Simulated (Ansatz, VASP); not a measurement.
# Cross-check of NaSrLiS2 between VASP and Ansatz, part 2 of 2

Wanted: the spread between two codes on one cell, functional and k mesh. The cell is invented: As first built, before any earlier steps moved the atoms (in the runner's words): it takes the NaLiCdS2 structure with some of its atoms replaced by other elements, volume scaled by an estimate. It may not be a known or stable phase. The cell is taken from a series of VASP runs on this material, whose earlier steps may have relaxed, scaled or displaced it; both programs get it as it stands. Valence electrons are named where the data sets of a main pair hold unlike numbers.

VASP 6.6.1 and Ansatz 0.2.0.

So far. Step 2 (Ansatz: single point, PBE): The run ends at a pressure of -0.05 GPa, with forces up to 0.026 eV/Å. Step 3 (VASP: single point, PBE): The run ends at a pressure of 0.01 GPa, with forces up to 0.0083 eV/Å.

## (6) VASP: band structure, PBE

Level of this step: PBE; plane waves and PAW (Sr_sv, S, Na_pv, Li_sv); invented cell (VASP).

The same cell, functional, mesh and smearing now go to VASP, with its own data sets.

INCAR reads:

```
SYSTEM = NaSrLiS2
PREC = Accurate
ENCUT = 650
EDIFF = 1E-06
NELM = 100
ISMEAR = 0
SIGMA = 0.05
LREAL = .FALSE.
ALGO = Normal
GGA = PE
NBANDS = 31
LORBIT = 11
LWAVE = .FALSE.
LCHARG = .FALSE.
KPAR = 2
```

POSCAR reads:

```
NaSrLiS2
1.0
    4.3660983257      0.0000000000      0.0000000000
   -2.1830491678      3.7811520644      0.0000000000
    0.0000000000      0.0000000000      7.4936637596
Sr S Na Li
1 2 1 1
Direct
    0.6666666670      0.3333333330      0.3571367486
    0.3333333330      0.6666666670      0.1821602464
    0.6666666670      0.3333333330      0.7400622896
    0.0000000000      0.0000000000      0.9665531349
    0.3333333330      0.6666666670      0.7515155805
```

KPOINTS reads:

```
Automatic mesh
0
Gamma
6 6 3
0 0 0
```

KPOINTS_OPT reads:

```
Line mode
16
Line-mode
Reciprocal
  0.00000000   0.00000000   0.00000000 GAMMA
  0.50000000   0.00000000   0.00000000 M

  0.50000000   0.00000000   0.00000000 M
  0.33333333   0.33333333   0.00000000 K

  0.33333333   0.33333333   0.00000000 K
  0.00000000   0.00000000   0.00000000 GAMMA

  0.00000000   0.00000000   0.00000000 GAMMA
  0.00000000   0.00000000   0.50000000 A

  0.00000000   0.00000000   0.50000000 A
  0.50000000   0.00000000   0.50000000 L

  0.50000000   0.00000000   0.50000000 L
  0.33333333   0.33333333   0.50000000 H

  0.33333333   0.33333333   0.50000000 H
  0.00000000   0.00000000   0.50000000 A

  0.50000000   0.00000000   0.50000000 L
  0.50000000   0.00000000   0.00000000 M

  0.33333333   0.33333333   0.00000000 K
  0.33333333   0.33333333   0.50000000 H
```

The projector-augmented-wave data sets are Sr_sv, S, Na_pv and Li_sv (PBE family, release 64).

On the command line:

```
> mpirun -np 2 vasp_std
```

Numbers of over 12 decimals in the logs are rounded to 6 here.

What it wrote:

```text
[banner, memory and clock lines left out]
running    2 mpi-ranks, on    1 nodes
[...]
LDA part: xc-table for (Slater+PW92), standard interpolation
 POSCAR, INCAR and KPOINTS ok, starting setup
[...]
entering main loop
       N       E                     dE             d eps       ncg     rms          rms(c)
DAV:   1     0.254775101964E+03    0.25478E+03   -0.14319E+04  1054   0.117E+03
DAV:   2     0.650273465649E+01   -0.24827E+03   -0.22595E+03  1085   0.291E+02
DAV:   3    -0.199437093249E+02   -0.26446E+02   -0.26074E+02  1643   0.832E+01
DAV:   4    -0.215185276187E+02   -0.15748E+01   -0.15499E+01  1717   0.171E+01
[...]
DAV:  14    -0.202319373146E+02   -0.25679E-05   -0.52980E-06  1285   0.809E-03    0.600E-03
DAV:  15    -0.202319392404E+02   -0.19259E-05   -0.15745E-06  1142   0.484E-03    0.284E-03
DAV:  16    -0.202319396731E+02   -0.43265E-06   -0.35196E-07   996   0.279E-03
   1 F= -.20231940E+02 E0= -.20231940E+02  d E =-.343660E-27
 Start KPOINTS_OPT (optional k-point list driver)
k-point batch [1-17\144]
       N       E                     dE             ncg
DAV:   1    -0.238590809852E+04   -0.11081E+05     1054
DAV:   2    -0.648768026182E+04   -0.41018E+04     1084
DAV:   3    -0.692980063753E+04   -0.44212E+03     1612
DAV:   4    -0.695877287653E+04   -0.28972E+02     1737
DAV:   5    -0.696022470419E+04   -0.14518E+01     1395
DAV:   6    -0.696024849387E+04   -0.23790E-01     1536
DAV:   7    -0.696024976777E+04   -0.12739E-02     1397
DAV:   8    -0.696024978749E+04   -0.19722E-04     1497
DAV:   9    -0.696024978815E+04   -0.65206E-06      927
[...]
k-point batch [137-144\144]
       N       E                     dE             ncg
DAV:   1     0.855877799283E+04   -0.10088E+05      496
DAV:   2     0.668171280287E+04   -0.18771E+04      512
DAV:   3     0.648069980839E+04   -0.20101E+03      757
DAV:   4     0.646644418349E+04   -0.14256E+02      824
DAV:   5     0.646579702418E+04   -0.64716E+00      698
DAV:   6     0.646579114277E+04   -0.58814E-02      736
DAV:   7     0.646579096211E+04   -0.18066E-03      714
DAV:   8     0.646579095960E+04   -0.25052E-05      704
DAV:   9     0.646579095953E+04   -0.76448E-07      515
```

From OUTCAR (step 6):

```text
  Total        0.0079309      0.0079309      0.0017516     -0.0000000      0.0000000      0.0000000
  in kB        0.1027126      0.1027126      0.0226849     -0.0000000      0.0000000      0.0000000
  external PRESSURE =       0.0760367 kB  Pullay stress =       0.0000000 kB

 POSITION                                       TOTAL-FORCE (eV/Angst)
 -----------------------------------------------------------------------------------
      2.18305      1.26038      2.67626        -0.000000      0.000000     -0.002859
     -0.00000      2.52077      1.36505         0.000000     -0.000000      0.002207
      2.18305      1.26038      5.54578         0.000000      0.000000     -0.008371
      0.00000      0.00000      7.24302        -0.000000      0.000000      0.003562
     -0.00000      2.52077      5.63161        -0.000000     -0.000000      0.005461
 -----------------------------------------------------------------------------------
    total drift:                               -0.000001      0.000001     -0.001184

  FREE ENERGIE OF THE ION-ELECTRON SYSTEM (eV)
  ---------------------------------------------------
  free  energy   TOTEN  =       -20.2319396731 eV

  energy  without entropy=      -20.2319396731  energy(sigma->0) =      -20.23193967

[... 1 part as in an earlier step ...]

[... 2 further parts left out ...]
[key lines of the parts left out:]
E-fermi :   1.1251
```

The run ends at a pressure of 0.01 GPa, with forces up to 0.0084 eV/Å.

## (7) Comparison

What differs besides the data sets and the points named for the pairs above, as far as they apply: the data sets hold 34 valence electrons in Ansatz (on its default PAW (the set named soft_2) files) and 32 in VASP. Total energies have different zeros and are not compared.

Both answers:

```tsv
quantity	Ansatz	VASP	difference
pressure (GPa)	-0.05	0.01	-0.06
gap over the path points (eV)	2.665	2.673	-0.008
```

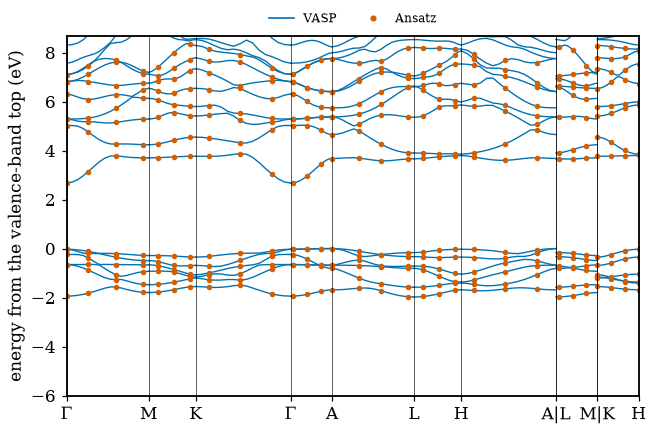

Bands from VASP (lines) and levels from Ansatz (dots). Dots without a line are higher empty bands that the VASP plot leaves out.

Levels at points of the path, from each program's valence-band top (eV; 4 filled, then empty):

```tsv
k (reciprocal lattice)	Ansatz	VASP
0.000 0.000 0.000	-0.65 -0.24 -0.03 -0.03 2.67 5.01 5.29	-0.65 -0.24 -0.03 -0.03 2.67 5.02 5.29
0.133 0.000 0.000	-0.65 -0.39 -0.20 -0.12 3.14 4.75 5.18	-0.65 -0.39 -0.20 -0.12 3.15 4.75 5.18
0.300 0.000 0.000	-1.07 -0.65 -0.35 -0.20 3.79 4.26 5.15	-1.07 -0.65 -0.35 -0.21 3.79 4.26 5.15
0.467 0.000 0.000	-0.94 -0.67 -0.49 -0.28 3.71 4.24 5.27	-0.94 -0.67 -0.49 -0.28 3.70 4.24 5.28
0.467 0.067 0.000	-0.92 -0.70 -0.53 -0.29 3.71 4.27 5.35	-0.92 -0.70 -0.54 -0.29 3.71 4.27 5.36
0.411 0.178 0.000	-0.96 -0.85 -0.69 -0.31 3.75 4.42 5.55	-0.96 -0.86 -0.69 -0.31 3.74 4.42 5.55
0.356 0.289 0.000	-1.13 -1.04 -0.69 -0.34 3.77 4.54 5.43	-1.13 -1.04 -0.69 -0.34 3.76 4.54 5.43
0.289 0.289 0.000	-1.07 -1.00 -0.72 -0.32 3.77 4.52 5.45	-1.07 -0.99 -0.72 -0.32 3.76 4.51 5.45
0.178 0.178 0.000	-1.03 -0.72 -0.48 -0.20 3.88 4.32 5.23	-1.03 -0.72 -0.48 -0.20 3.88 4.32 5.23
0.067 0.067 0.000	-0.65 -0.32 -0.20 -0.10 3.04 4.85 5.16	-0.65 -0.32 -0.20 -0.10 3.05 4.85 5.16
```

At this near-relaxed geometry the largest component of a force difference is 22 meV/Å. Among the levels compared at these points, filled levels agree within 3 meV and empty ones within 13 meV.

## (8) Ansatz: dielectric response, PBE

The response to a field tests empty states and converges slowly with the mesh.

The cell is taken from a series of VASP runs on this material, whose earlier steps may have relaxed, scaled or displaced it; both programs get it as it stands.

input.yaml reads:

```yaml
crystal:
  lattice:
    - [4.3660983257, 0.0, 0.0]
    - [-2.1830491678, 3.7811520644, 0.0]
    - [0.0, 0.0, 7.4936637596]
  atoms:
    - { symbol: Sr, position: [0.666666667, 0.333333333, 0.3571367486] }
    - { symbol: S, position: [0.333333333, 0.666666667, 0.1821602464] }
    - { symbol: S, position: [0.666666667, 0.333333333, 0.7400622896] }
    - { symbol: Na, position: [0.0, 0.0, 0.9665531349] }
    - { symbol: Li, position: [0.333333333, 0.666666667, 0.7515155805] }
hamiltonian:
  xc: pbe
  pseudopotentials: { kind: paw }
kpoints:
  mp_grid: { grid: [7, 7, 4] }
scf:
  occupations: { method: fixed }
dielectric:
  method: response
```

On the command line:

```
> ansatz run input.yaml --threads 2 --pin off --max-ram 4608MiB --backend cpu --events-out ev --progress --plain --runs-dir out
```

What it wrote:

```text
[...]
Crystal: 5 atoms, lattice volume = 123.712 Å³
Basis set: ecut = 420 eV, 2431 PW (Γ), exchange–correlation on 60×60×108 points (8 copies of the dense FFT grid, shifted against one another)
Bands: 22, of which v1, the nominal top of the filled ones, is band 17 counted from 1 (16 counted from 0)
Symmetry: 6 space group operations
k-points: 60 of 196 (irreducible under 2 space group operations, time reversal used)
[...]
site 2:
[...]
site 3:
[...]
-0.00000   -0.00000    1.15879
    site 4:
         1.06114   -0.00000   -0.00000
        -0.00000    1.06114   -0.00000
        -0.00000   -0.00000    0.86129
  Z* charge neutrality: 1.603e-3 e pre-enforcement
  solved inside a basis spanned on kpoints, on 8×8×4 k-points, its susceptibility summed on 12×12×6: ε∞ is read to err by 1.0e-2, Z* by 1.1e-2 e (field_mesh: kpoints solves on kpoints); Z* is corrected for what the basis lacks
[key lines of the parts left out:]
SCF converged after 9 iterations
Free energy (F): -7046.625713 eV
Fermi energy:    3.184613 eV
```

Wall time 2.9 min (2 threads of Arm Neoverse N1, shared host); peak memory 0.96 GiB; 5.7 min of CPU time.

## (9) VASP: dielectric response, PBE

The same cell, functional and mesh now go to VASP, with its own data sets.

INCAR reads:

```
SYSTEM = NaSrLiS2
PREC = Accurate
ENCUT = 650
EDIFF = 1E-08
NELM = 100
ISMEAR = 0
SIGMA = 0.01
LREAL = .FALSE.
ALGO = Normal
GGA = PE
NBANDS = 22
LORBIT = 11
LWAVE = .FALSE.
LCHARG = .FALSE.
KPAR = 2
LEPSILON = .TRUE.
```

POSCAR is that of step 6.

KPOINTS reads:

```
Automatic mesh
0
Gamma
7 7 4
0 0 0
```

On the command line:

```
> mpirun -np 2 vasp_std
```

What it wrote:

```text
[... set-up lines as in an earlier step ...]
 entering main loop
       N       E                     dE             d eps       ncg     rms          rms(c)
DAV:   1     0.262612413004E+03    0.26261E+03   -0.15176E+04  1232   0.165E+03
DAV:   2     0.103736532416E+02   -0.25224E+03   -0.23712E+03  1286   0.373E+02
DAV:   3    -0.195816001317E+02   -0.29955E+02   -0.29534E+02  2056   0.108E+02
DAV:   4    -0.214308158230E+02   -0.18492E+01   -0.18372E+01  1932   0.237E+01
[...]
DAV:  16    -0.202320346976E+02   -0.13042E-06   -0.27148E-07  1524   0.254E-03    0.110E-03
DAV:  17    -0.202320348591E+02   -0.16151E-06   -0.13166E-07  1430   0.170E-03    0.394E-04
DAV:  18    -0.202320348578E+02    0.13451E-08   -0.73258E-09  1140   0.508E-04
   1 F= -.20232035E+02 E0= -.20232035E+02  d E =-.763341E-23
 Linear response reoptimize wavefunctions to high precision
DAV:   1    -0.202320348482E+02    0.95720E-08   -0.37443E-09  1300   0.326E-04
DAV:   2    -0.202320348482E+02    0.40927E-11   -0.30717E-10  1066   0.118E-04
 Linear response G [H, r] |phi>, progress :
  Direction:   1
[...]
RMM:  44    -0.112939782304E+01    0.18460E-05    0.22913E-04  4650   0.976E-04    0.220E-04
RMM:  45    -0.112939925081E+01   -0.14278E-05    0.19791E-04  4430   0.947E-04    0.226E-04
 change of polarisation eV/A/(eV/A) component  2 :    -0.156     1.980     0.000
 dielectric tensor                  component  2 :    -0.228     3.897     0.000
 Linear response to external field, progress :
  Direction:   3
       N       E                     dE             d eps       ncg     rms          rms(c)
RMM:   1    -0.108453946104E+01   -0.10845E+01   -0.37942E+00  2654   0.566E+00
RMM:   2    -0.120931300443E+01   -0.12477E+00   -0.15692E-01  3012   0.169E+00    0.300E+00
RMM:   3    -0.108631602662E+01    0.12300E+00   -0.28942E-01  2574   0.196E+00    0.153E+00
RMM:   4    -0.113444113912E+01   -0.48125E-01   -0.18655E-01  2703   0.162E+00    0.540E-01
[...]
RMM:  27    -0.120915632587E+01   -0.12141E-05   -0.80084E-05  2964   0.341E-03    0.285E-03
RMM:  28    -0.120915883983E+01   -0.25140E-05   -0.81138E-06  2958   0.285E-03    0.306E-03
RMM:  29    -0.120916058289E+01   -0.17431E-05   -0.50000E-05  2970   0.238E-03    0.304E-03
 change of polarisation eV/A/(eV/A) component  3 :     0.038    -0.089     2.118
 dielectric tensor                  component  3 :     0.055    -0.130     4.097
 Born effective charges drift removed
```

From OUTCAR (step 9):

```text
  Total        0.0082516      0.0082516      0.0023137     -0.0000000      0.0000000      0.0000000
  in kB        0.1068648      0.1068648      0.0299641     -0.0000000      0.0000000      0.0000000
  external PRESSURE =       0.0812312 kB  Pullay stress =       0.0000000 kB

 POSITION                                       TOTAL-FORCE (eV/Angst)
 -----------------------------------------------------------------------------------
      2.18305      1.26038      2.67626         0.000000     -0.000000     -0.002879
     -0.00000      2.52077      1.36505        -0.000000      0.000000      0.002135
      2.18305      1.26038      5.54578         0.000000     -0.000000     -0.008348
      0.00000      0.00000      7.24302        -0.000000      0.000000      0.003663
     -0.00000      2.52077      5.63161         0.000000      0.000000      0.005429
 -----------------------------------------------------------------------------------
    total drift:                               -0.000001      0.000001     -0.001062

 MACROSCOPIC STATIC DIELECTRIC TENSOR (including local field effects in DFT)
 ------------------------------------------------------
           3.897641    -0.000000    -0.000000
          -0.000000     3.897641    -0.000000
           0.000000    -0.000000     4.097420
 ------------------------------------------------------

[... 1 part as in an earlier step ...]

[... 1 further part left out ...]
```

Energies printed during the response cycles are not total energies of the cell.

## (10) Side by side

What differs besides the data sets and the points named for the pairs above, as far as they apply: VASP's response is taken on the typed mesh, Ansatz refines its own for the field response alone; the data sets hold 34 valence electrons in Ansatz (on its default PAW (the set named soft_2) files) and 32 in VASP. Total energies have different zeros and are not compared.

Compared:

```tsv
quantity	Ansatz	VASP	difference
ε∞ xx	3.89	3.90	-0.19 %
ε∞ yy	3.89	3.90	-0.19 %
ε∞ zz	4.09	4.10	-0.11 %
Born charge of Sr1 (mean of the diagonal) (e)	1.99	1.99	0.00
Born charge of S2 (mean of the diagonal) (e)	-2.07	-2.06	-0.01
Born charge of Na4 (mean of the diagonal) (e)	1.16	1.15	0.00
Born charge of Li5 (mean of the diagonal) (e)	0.99	0.97	+0.02
```

## (11) Outcome

```
difference in gap on the k mesh (single point, PBE)                           : -0.0076 eV
r.m.s. force difference (single point, PBE)                                   : 7.6 meV/Å
largest difference of a filled level at the path points (band structure, PBE) : 2.8 meV
r.m.s. force difference (band structure, PBE)                                 : 7.5 meV/Å
difference in ε∞ xx (dielectric response, PBE)                                : -0.19 %
```

**Reading.** The r.m.s. force difference is 7.6 meV/Å (single point, PBE), within the 12 meV/Å picked in this series as the mark of a large difference. The data sets hold unlike numbers of valence electrons (34 in Ansatz and 32 in VASP), so part of the differences comes from the potentials. Such differences can come from data sets, numerical settings and the points named under the comparisons, not from the functional's error against experiment.

[Lines on the potential files, build, host, timing and source positions are cut from VASP's logs without a mark.]

[Logs are printed without paths, hosts, clocks, repeated set-up lines and the standing remarks that a program may print on its own settings, such as how far it seeks lower states.]

[Hosts, paths, dates, database ids (printed as entryN), source tags and the programs' standing remarks are cut or masked in the printed files.]
